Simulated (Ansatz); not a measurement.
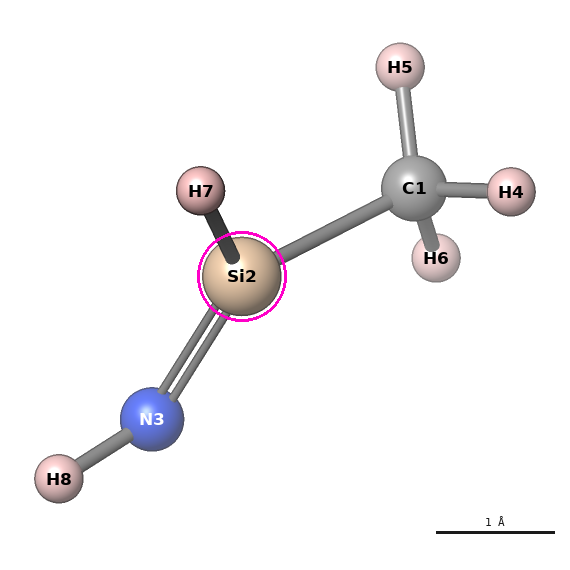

Simulated data, not a measurement (program: Ansatz).

Orthographic view. Depth is shown by fading: the farther an atom, the more it takes the colour of the background. Geometry: atoms displaced at random (about 0.04 Å) from a stationary point of PBE0-D4.

**Which atoms are bonded to the circled atom?**

The circled atom is Si2; it is bonded to C1, N3, H7.

**Which atom is nearest the viewer?**

H7, 1.7 Å in front of the mean position.

**Which atom is farthest from the viewer?**

H6, 1.3 Å behind the mean position.
